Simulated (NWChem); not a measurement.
# GeCNCl2F (SMILES N#[C][Ge]([F])([Cl])[Cl]) at 4 levels

Wanted: a comparison of 4 runs (HF/STO-3G, HF/3-21G, B3LYP/6-31G*) of GeCNCl2F. 

The results are computed with NWChem 7.3.0.

### Step 1. The system as given

GeCNCl2F has 6 atoms, charge 0, and is taken as a singlet. SMILES: `N#[C][Ge]([F])([Cl])[Cl]`. The shape is that of a PBE0-D4/def2-TZVP optimisation.

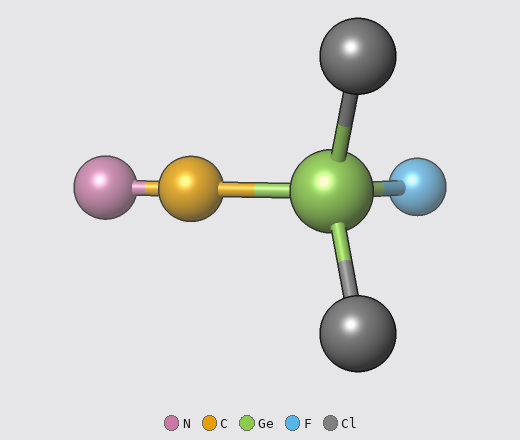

The structure, seen from a chosen angle (nitrogen pink, carbon amber, germanium green, fluorine blue, chlorine grey).

### Step 2. Energy and gradient at HF/STO-3G (run 1)

File test.nw:

```
start test
title "CCl2FGeN hf"
memory total 2200 mb
charge 0
geometry units angstrom noautosym nocenter noautoz
N        1.692200      -1.603200       1.062600
C        0.916900      -0.908200       0.573700
Ge      -0.346500       0.270300      -0.227300
F       -1.616200      -0.701300      -0.830900
Cl       0.531100       1.296900      -1.835800
Cl      -1.135400       1.581500       1.211400
end
basis spherical bse
* library STO-3G
end
scf
thresh 1e-08
maxiter 80
print low
end
task scf gradient
```

Launch:

```sh
$ nwchem test.nw > test.out
```

Output:

```text
[...]
  functions       =    51
[...]
  wavefunction    = RHF
[...]
         Total SCF energy =  -3150.226328819972
      One-electron energy =  -5698.414716042482
      Two-electron energy =   1896.567785444738
 Nuclear repulsion energy =    651.620601777772
        Time for solution =      6.1s
[...]
                         RHF ENERGY GRADIENTS
    atom               coordinates                        gradient
                 x          y          z           x          y          z
   1 N       3.197794  -3.029609   2.008023   -0.013045   0.013469  -0.008392
   2 C       1.732690  -1.716249   1.084136    0.029292  -0.034296   0.019223
   3 Ge     -0.654790   0.510793  -0.429535    0.003169   0.053263  -0.003254
   4 F      -3.054175  -1.325265  -1.570173   -0.017278  -0.016378  -0.007917
   5 Cl      1.003633   2.450786  -3.469159   -0.005510  -0.007273   0.008294
   6 Cl     -2.145595   2.988602   2.289214    0.003373  -0.008785  -0.007953
 Task  times  cpu:        8.8s     wall:        8.8s
 Total times  cpu:        8.8s     wall:        8.8s
```

Wall time 9.6 s (1 thread of Intel Xeon Platinum 8488C (Sapphire Rapids), shared host); peak memory 0.099 GiB.

### Step 3. Energy and gradient at HF/3-21G (run 2)

File run.py:

```python
from ase import Atoms
from ase.calculators.nwchem import NWChem

mol = Atoms('NCGeFClCl', positions=[
    [1.692200, -1.603200, 1.062600],
    [0.916900, -0.908200, 0.573700],
    [-0.346500, 0.270300, -0.227300],
    [-1.616200, -0.701300, -0.830900],
    [0.531100, 1.296900, -1.835800],
    [-1.135400, 1.581500, 1.211400],
])

calc = NWChem(
    label='ccl2fgen',
    theory='scf',
    memory='2200 mb',
    basis='3-21G',
    basispar='spherical bse',
    scf={'nopen': '0', 'rhf': None, 'thresh': '1e-08', 'maxiter': '80'},
)
mol.calc = calc

forces = mol.get_forces()
e = mol.get_potential_energy()
print(f"E = {e:.6f} eV")
print("forces (eV/A):")
for s, f in zip(mol.symbols, forces):
    print(f"{s:2s} {f[0]:10.5f} {f[1]:10.5f} {f[2]:10.5f}")
print("dipole (e A):", mol.get_dipole_moment().round(4))
```

Launch:

```sh
$ export ASE_NWCHEM_COMMAND="nwchem PREFIX.nwi > PREFIX.nwo"
$ python run.py
```

Output:

```text
E = -86281.431489 eV
forces (eV/A):
N    -0.90621    0.77560   -0.56801
C     0.77190   -0.50286    0.46907
Ge   -0.81653   -2.80852   -0.18358
F     0.81288    0.68417    0.38052
Cl    0.72536    0.81386   -1.24930
Cl   -0.58739    1.03780    1.15124
dipole (e A): [-0.045   0.1333 -0.0371]
```

The calculator wrote ccl2fgen.nwi:

```
title "ccl2fgen"

permanent_dir ccl2fgen

scratch_dir ccl2fgen

start ccl2fgen

geometry units angstrom nocenter noautosym noautoz
  N  1.6921999999999999e+00 -1.6032000000000000e+00 1.0626000000000000e+00
  C  9.1690000000000005e-01 -9.0820000000000001e-01 5.7369999999999999e-01
  Ge -3.4649999999999997e-01 2.7029999999999998e-01 -2.2730000000000000e-01
  F  -1.6162000000000001e+00 -7.0130000000000003e-01 -8.3089999999999997e-01
  Cl 5.3110000000000002e-01 1.2968999999999999e+00 -1.8358000000000001e+00
  Cl -1.1354000000000000e+00 1.5814999999999999e+00 1.2114000000000000e+00
end

memory 2200 mb

basis spherical bse noprint
   * library 3-21G
end

scf
  nopen 0
  rhf
  thresh 1e-08
  maxiter 80
end

task scf gradient
```

ccl2fgen.nwo (excerpt; [...] marks lines left out):

```text
[...]
      One-electron energy =  -5706.168829163709
[... 1 line left out ...]
 Nuclear repulsion energy =    651.620601777772
[... 62 lines left out ...]
                       ROHF Final Molecular Orbital Analysis
[... 251 lines left out ...]
                              NWChem Gradients Module
[...]
  wavefunction    =   RHF
                         RHF ENERGY GRADIENTS
    atom               coordinates                        gradient
                 x          y          z           x          y          z
   1 N       3.197794  -3.029609   2.008023    0.017623  -0.015083   0.011046
   2 C       1.732690  -1.716249   1.084136   -0.015011   0.009779  -0.009122
   3 Ge     -0.654790   0.510793  -0.429535    0.015879   0.054617   0.003570
   4 F      -3.054175  -1.325265  -1.570173   -0.015808  -0.013305  -0.007400
   5 Cl      1.003633   2.450786  -3.469159   -0.014106  -0.015827   0.024295
   6 Cl     -2.145595   2.988602   2.289214    0.011423  -0.020182  -0.022388
[...]
```

Run time: 12 s. Hardware: 1 thread of Intel Xeon Platinum 8488C (Sapphire Rapids), shared host; peak memory 0.098 GiB.

Run 3 isn't shown in full; the table further down has it.

### Step 4. Energy and forces at B3LYP/6-31G(d) (spherical functions) (run 4)

File ccl2fgen.xyz:

```xyz
6

N      1.692200    -1.603200     1.062600
C      0.916900    -0.908200     0.573700
Ge    -0.346500     0.270300    -0.227300
F     -1.616200    -0.701300    -0.830900
Cl     0.531100     1.296900    -1.835800
Cl    -1.135400     1.581500     1.211400
```

File run.py:

```python
from ase.io import read
from ase.calculators.nwchem import NWChem

atoms = read('ccl2fgen.xyz')

calc = NWChem(
    label='ccl2fgen',
    theory='dft',
    memory='2200 mb',
    basis='6-31G*',
    basispar='spherical bse',
    dft={'xc': 'b3lyp', 'mult': '1', 'grid': 'fine', 'convergence': 'energy 1e-08', 'iterations': '100', 'mulliken': None, 'print': 'low'},
)
atoms.calc = calc

forces = atoms.get_forces()
e = atoms.get_potential_energy()
print(f"E = {e:.6f} eV")
print("forces (eV/A):")
for s, f in zip(atoms.symbols, forces):
    print(f"{s:2s} {f[0]:10.5f} {f[1]:10.5f} {f[2]:10.5f}")
```

Launch:

```sh
$ export ASE_NWCHEM_COMMAND="nwchem PREFIX.nwi > PREFIX.nwo"
$ python run.py
```

Output:

```text
E = -86802.624683 eV
forces (eV/A):
N     1.01780   -0.91896    0.64242
C    -0.92488    0.85109   -0.58529
Ge    0.29110   -0.37728    0.19494
F    -0.42670   -0.32411   -0.20317
Cl    0.28807    0.33918   -0.51216
Cl   -0.24533    0.43004    0.46321
```

The calculator wrote ccl2fgen.nwi:

```
title "ccl2fgen"

permanent_dir ccl2fgen

scratch_dir ccl2fgen

start ccl2fgen

geometry units angstrom nocenter noautosym noautoz
  N  1.6921999999999999e+00 -1.6032000000000000e+00 1.0626000000000000e+00
  C  9.1690000000000005e-01 -9.0820000000000001e-01 5.7369999999999999e-01
  Ge -3.4649999999999997e-01 2.7029999999999998e-01 -2.2730000000000000e-01
  F  -1.6162000000000001e+00 -7.0130000000000003e-01 -8.3089999999999997e-01
  Cl 5.3110000000000002e-01 1.2968999999999999e+00 -1.8358000000000001e+00
  Cl -1.1354000000000000e+00 1.5814999999999999e+00 1.2114000000000000e+00
end

memory 2200 mb

basis spherical bse noprint
   * library 6-31G*
end

dft
  xc b3lyp
  mult 1
  grid fine
  convergence energy 1e-08
  iterations 100
  mulliken
  print low
end

task dft gradient
```

ccl2fgen.nwo (excerpt; [...] marks lines left out):

```text
[...]
         Total DFT energy =    -3189.937646132343
      One electron energy =    -5725.801908433335
           Coulomb energy =     2042.714937460516
    Exchange-Corr. energy =     -158.471276937295
 Nuclear repulsion energy =      651.620601777772
[... 18 lines left out ...]
     -------------------------------------------
      Total Density - Lowdin Population Analysis
[...]
                         DFT ENERGY GRADIENTS
    atom               coordinates                        gradient
                 x          y          z           x          y          z
   1 N       3.197794  -3.029609   2.008023   -0.019793   0.017871  -0.012493
   2 C       1.732690  -1.716249   1.084136    0.017986  -0.016551   0.011382
   3 Ge     -0.654790   0.510793  -0.429535   -0.005661   0.007337  -0.003791
   4 F      -3.054175  -1.325265  -1.570173    0.008298   0.006303   0.003951
   5 Cl      1.003633   2.450786  -3.469159   -0.005602  -0.006596   0.009960
   6 Cl     -2.145595   2.988602   2.289214    0.004771  -0.008363  -0.009008
 Task  times  cpu:       66.2s     wall:       66.2s
 Total times  cpu:       66.2s     wall:       66.2s
```

Run time: 68 s. Hardware: 1 thread of Intel Xeon Platinum 8488C (Sapphire Rapids), shared host; peak memory 0.13 GiB.

### Step 5. The series

| run | level | Cartesian functions | iteration cap | energy (Eh) | largest force (eV/Å) | wall time |
| --- | --- | --- | --- | --- | --- | --- |
| 1 | HF/STO-3G | no | 80 | -3150.226329 | 2.749 | 9.6 s |
| 2 | HF/3-21G | no | 80 | -3170.784149 | 2.931 | 12 s |
| 3 | B3LYP/6-31G* (Cartesian functions) | yes | 100 | -3189.953955 | 1.509 | 69 s |
| 4 | B3LYP/6-31G* (spherical functions) | no | 100 | -3189.937646 | 1.514 | 68 s |

### Step 6. Outcome

```
                       quantity           value
            run 4: total energy  -3189.93765 Eh
run 4: largest force on an atom      1.514 eV/Å
```

**Reading.** In run 1 the basis is minimal, so the values are rough. All runs together took 2.6 min, the longest 69 s.
